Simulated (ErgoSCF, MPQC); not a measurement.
# A workflow on CH2F (SMILES [CH2]F)

We compute a series of 12 runs (UB3LYP/def2-SVP, UHF/def2-SVP) of CH2F. The setting varied is the radint, opt conv. 

Program for the calculation: ErgoSCF 3.8, MPQC 2.3.1.

8 further runs of the same task are left out: 8 set aside as unsound or not needed. Runs told in other sessions of the task aren't counted.

## (1) Starting point

CH2F has 4 atoms, charge 0, and is taken as a doublet. SMILES: `[CH2]F`. The shape is that of a PBE0-D4/def2-TZVP optimisation.

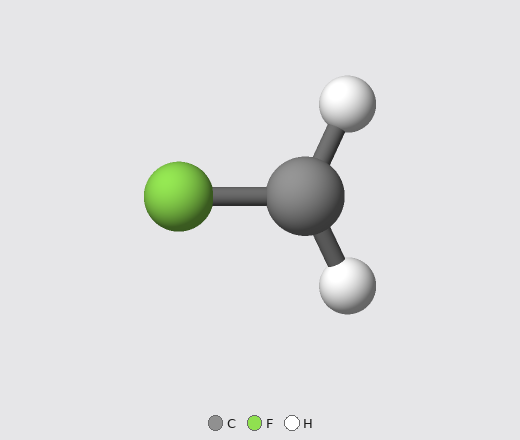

Viewed from a chosen angle; carbon grey, fluorine green, hydrogen white.

## (2) The energy at UB3LYP/def2-SVP (run 1)

Contents of input.xyz:

```xyz
4
CH2F
C     -0.030100    -0.057600    -0.131100
F      0.950000     0.694000     0.364600
H     -0.946900     0.472300    -0.352500
H      0.027000    -1.108700     0.119000
```

Contents of job.ego:

```
# CH2F
set_nthreads(1)
spin_polarization = 1
scf.output_mulliken_pop = 1
XC.radint = 1e-07
scf.use_diagonalization = 1
tmpdir = "."
basis = "def2-SVP"
scf.convergence_threshold = 1e-06
scf.max_number_of_iterations = 70
charge = 0
molecule "input.xyz"
run "B3LYP-G"
```

The basis set def2-SVP is read from a file made from the Basis Set Exchange's data (not shown).

On the command line:

```
$ ergo < job.ego
```

The program printed:

```text
[...]
INDF Weighted mixed functional:
[...]
INSC Energy   1 =        -57.38300014045
[...]
INDE E_LUMO =         -0.05197608825
[...]
INSC Energy  22 =       -138.96283404367  ( diff     -0.000000000063494 )
[...]
RESC CONVERGED after  22 iterations.
RESC FINAL ENERGY:       -138.96283404367
RESC FINAL <S2> =          0.75314017228
[...]
INSC SCF: dipole_moment_x [atomic units] =      -0.40859927
INSC SCF: dipole_moment_y [atomic units] =      -0.26629464
INSC SCF: dipole_moment_z [atomic units] =      -0.04896935
[...]
```

It took 11 s on 1 thread of Arm Neoverse N1, shared host; peak memory 0.26 GiB.

## (3) The singlet cation: a single-point energy at UB3LYP/def2-SVP (run 2)

input.xyz is that of step 2.

Contents of job.ego:

```
set_nthreads(1)
molecule "input.xyz"
spin_polarization = 0
XC.radint = 1e-07
basis = "def2-SVP"
scf.use_diagonalization = 1
scf.force_unrestricted = 1
scf.convergence_threshold = 1e-06
scf.max_number_of_iterations = 70
tmpdir = "."
scf.output_mulliken_pop = 1
charge = 1
run "B3LYP-G"
```

The basis set def2-SVP is read from a file made from the Basis Set Exchange's data (not shown).

On the command line:

```
$ ergo < job.ego
```

The program printed:

```text
[...]
INDF Weighted mixed functional:
[...]
INSC Energy   1 =        -55.61987895560
[...]
INDE E_LUMO =         -0.47805286282
[...]
INSC Energy  25 =       -138.61436906723  ( diff     -0.000000000051187 )
[...]
RESC CONVERGED after  25 iterations.
RESC FINAL ENERGY:       -138.61436906723
RESC FINAL <S2> =         -0.00000000000
[...]
INSC SCF: dipole_moment_x [atomic units] =      -0.25161210
INSC SCF: dipole_moment_y [atomic units] =      -0.22496917
INSC SCF: dipole_moment_z [atomic units] =      -0.23459173
[...]
```

Wall time 9 s (1 thread of Arm Neoverse N1, shared host); peak memory 0.26 GiB.

Runs 3 to 8 aren't shown in full; the table further down has their settings and results.

## (4) A geometry optimisation at UHF/def2-SVP (hessian update BFGS) (run 9)

Contents of mol.in:

```
% CH2F
molecule<Molecule>: (
    symmetry = c1
    unit = bohr
    { atoms geometry } = {
        C  [ -0.05688076 -0.10884822 -0.24774309 ]
        F  [ 1.79523982 1.31146993 0.68899415 ]
        H  [ -1.78938167 0.89251765 -0.66612846 ]
        H  [ 0.05102261 -2.09513935 0.22487741 ]
    }
)
basis<GaussianBasisSet>: (
    name = "def2-SVP"
    molecule = $:molecule
    basisdir = "."
    puream = yes
)
mpqc: (
    checkpoint = no
    savestate = no
    restart = no
    do_energy = yes
    do_gradient = no
    optimize = yes
    coor<SymmMolecularCoor>: (
        molecule = $:molecule
        generator<IntCoorGen>: ( molecule = $:molecule )
    )
    mole<UHF>: (
        molecule = $:molecule
        basis = $:basis
        total_charge = 0
        multiplicity = 2
        memory = 1000000000
        print_evals = yes
        print_npa = yes
        maxiter = 70
        guess_wavefunction<HSOSHF>: (
            molecule = $:molecule
            total_charge = 0
            multiplicity = 2
            memory = 1000000000
            value_accuracy = 1e-3
            basis<GaussianBasisSet>: (
                name = "STO-3G"
                molecule = $:molecule
            )
            guess_wavefunction<ExtendedHuckelWfn>: (
                molecule = $:molecule
                total_charge = 0
                multiplicity = 2
                basis<GaussianBasisSet>: (
                    name = "STO-3G"
                    molecule = $:molecule
                )
            )
        )
        coor = $..:coor
    )
    opt<QNewtonOpt>: (
        function = $..:mole
        max_iterations = 40
        update<BFGSUpdate>: ()
        convergence<MolEnergyConvergence>: (
            cartesian = yes
            energy = $..:..:mole
            max_grad = 0.001
            max_disp = 0.001
            graddisp = 0.001
        )
    )
)
```

The basis set def2-SVP is read from a file made from the Basis Set Exchange's data (not shown).

On the command line:

```
$ mpqc -o mol.out mol.in
```

The program printed:

```text
MPQC: Massively Parallel Quantum Chemistry
[...]
    symmetry = c1
[...]
  <S^2>      = 0.758932
  total scf energy = -138.2966788094
[...]
  Total Gradient:
       1   C  -0.0001510911  -0.0001332231  -0.0001285849
       2   F  -0.0000298012  -0.0000064375   0.0000385663
       3   H   0.0000475719   0.0001392453   0.0000244378
       4   H   0.0001333204   0.0000004153   0.0000655809
  Max Gradient     :   0.0001510911   0.0010000000  yes
  Max Displacement :   0.0006467711   0.0010000000  yes
  Gradient*Displace:   0.0000003326   0.0010000000  yes
[...]
  Value of the MolecularEnergy: -138.2966788094
[...]
      nbasis = 38
[...]
    nalpha = 9
    nbeta = 8
[...]
```

Wall time 3.6 s (1 thread of Arm Neoverse N1, shared host); peak memory 0.2 GiB.

The path in brief:

| step | energy from the first frame kept (eV) | largest force (eV/Å) |
| --- | --- | --- |
| 0 | 0.0000 | 0.4981 |
| 1 | -0.0066 | 0.2290 |
| 2 | -0.0098 | 0.1839 |
| 3 | -0.0109 | 0.0764 |
| 4 | -0.0110 | 0.0123 |

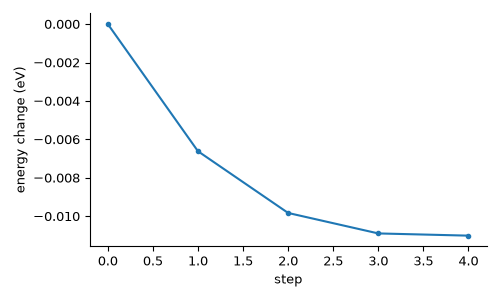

Energy along the run.

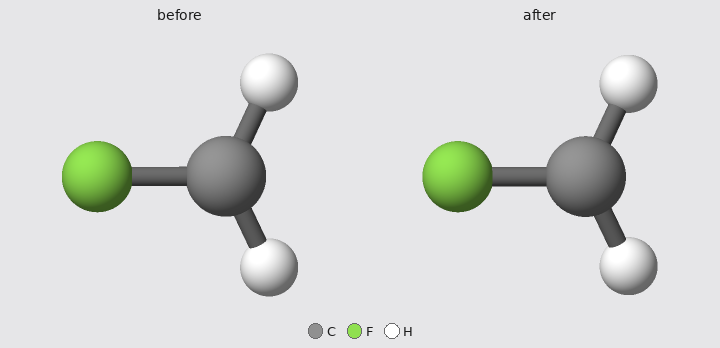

Before and after, at one scale.

After the run. Bond lengths: C1–F2 1.321 Å, C1–H3 1.082 Å, C1–H4 1.082 Å. Angles: F2–C1–H3 114.4°, F2–C1–H4 114.4°, H3–C1–H4 121.6°.

Runs 10 to 11 aren't shown in full; the table further down has their settings and results.

## (5) A geometry optimisation at UHF/def2-SVP (hessian update BFGS) (run 12)

mol.in, as its differences from that of step 4:

```diff
@@ -66,5 +66,5 @@
             energy = $..:..:mole
-            max_grad = 0.001
-            max_disp = 0.001
-            graddisp = 0.001
+            max_grad = 1e-05
+            max_disp = 1e-05
+            graddisp = 1e-05
         )
```

The basis set def2-SVP is read from a file made from the Basis Set Exchange's data (not shown).

On the command line:

```
$ mpqc -o mol.out mol.in
```

The program printed:

```text
MPQC: Massively Parallel Quantum Chemistry
[...]
    symmetry = c1
[...]
  <S^2>      = 0.758938
  total scf energy = -138.2966790724
[...]
  Total Gradient:
       1   C  -0.0000027402  -0.0000019143  -0.0000010802
       2   F   0.0000038866   0.0000029012   0.0000017607
       3   H  -0.0000004974  -0.0000006008  -0.0000003138
       4   H  -0.0000006490  -0.0000003862  -0.0000003667
  Max Gradient     :   0.0000038866   0.0000100000  yes
  Max Displacement :   0.0000080611   0.0000100000  yes
  Gradient*Displace:   0.0000000001   0.0000100000  yes
[...]
  Value of the MolecularEnergy: -138.2966790724
[...]
      nbasis = 38
[...]
    nalpha = 9
    nbeta = 8
[...]
```

It took 5.4 s on 1 thread of Arm Neoverse N1, shared host; peak memory 0.2 GiB.

Step by step:

```csv
step,energy from the first frame kept (eV),largest force (eV/Å)
0,0.0000,0.4981
1,-0.0066,0.2290
2,-0.0098,0.1839
3,-0.0109,0.0764
4,-0.0110,0.0123
5,-0.0110,0.0096
6,-0.0110,0.0021
7,-0.0110,0.0003
```

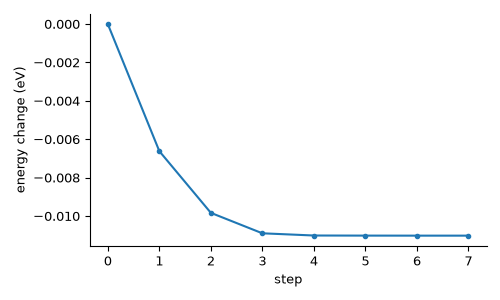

Energy along the run.

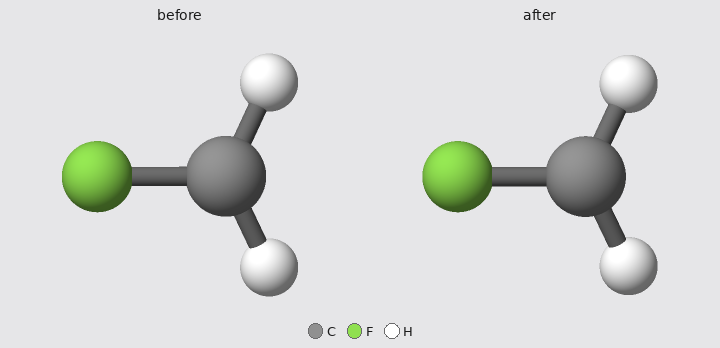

Before and after, at one scale.

After the run. Bond lengths: C1–F2 1.321 Å, C1–H3 1.082 Å, C1–H4 1.082 Å. Angles: F2–C1–H3 114.5°, F2–C1–H4 114.5°, H3–C1–H4 121.6°.

## (6) The series

```
run                               level  radint  opt conv  partner  energy (Eh)   ⟨S²⟩  wall time
  1                     UB3LYP/def2-SVP   1e-07         –     base  -138.962834  0.753       11 s
  2                     UB3LYP/def2-SVP   1e-07         –   cation  -138.614369      –        9 s
  3                     UB3LYP/def2-SVP   1e-09         –     base  -138.962860  0.753       11 s
  4                     UB3LYP/def2-SVP   1e-09         –   cation  -138.614392      –      9.3 s
  5                     UB3LYP/def2-SVP   1e-11         –     base  -138.962856  0.753       12 s
  6                     UB3LYP/def2-SVP   1e-11         –   cation  -138.614389      –      9.9 s
  7                     UB3LYP/def2-SVP   1e-13         –     base  -138.962854  0.753       12 s
  8                     UB3LYP/def2-SVP   1e-13         –   cation  -138.614387      –       11 s
  9  UHF/def2-SVP (hessian update BFGS)       –     0.001     base  -138.296679  0.759      3.6 s
 10  UHF/def2-SVP (hessian update BFGS)       –    0.0003     base  -138.296679  0.759      4.8 s
 11  UHF/def2-SVP (hessian update BFGS)       –    0.0001     base  -138.296679  0.759      4.8 s
 12  UHF/def2-SVP (hessian update BFGS)       –     1e-05     base  -138.296679  0.759      5.4 s
```

Convergence of the total energy of doublet CH2F with the radint, against the last point:

```csv
radint,from the last (mEh),wall time
1e-07,+0.020,11 s
1e-09,-0.006,11 s
1e-11,-0.002,12 s
1e-13,+0.000,12 s
```

Convergence of the dipole moment of doublet CH2F with the radint, against the last point:

```csv
radint,from the last (D),wall time
1e-07,-0.0000,11 s
1e-09,-0.0000,11 s
1e-11,+0.0000,12 s
1e-13,+0.0000,12 s
```

## (7) Outcome

| quantity | value |
| --- | --- |
| run 12, UHF/def2-SVP: total energy at the end | -138.29668 Eh |
| run 12, UHF/def2-SVP: ⟨S²⟩ | 0.759 |
| vertical ionisation energy (to the singlet cation) (run 1, radint 1e-07) | 9.482 eV |
| vertical ionisation energy (to the singlet cation) (run 3, radint 1e-09) | 9.482 eV |
| vertical ionisation energy (to the singlet cation) (run 5, radint 1e-11) | 9.482 eV |
| vertical ionisation energy (to the singlet cation) (run 7, radint 1e-13) | 9.482 eV |

For the total energy of doublet CH2F to stay within 0.01 mEh of the last point, 1e-09 is the first point of the series from which all later ones do (11 s against 12 s). All runs together took 1.7 min, the longest 12 s.
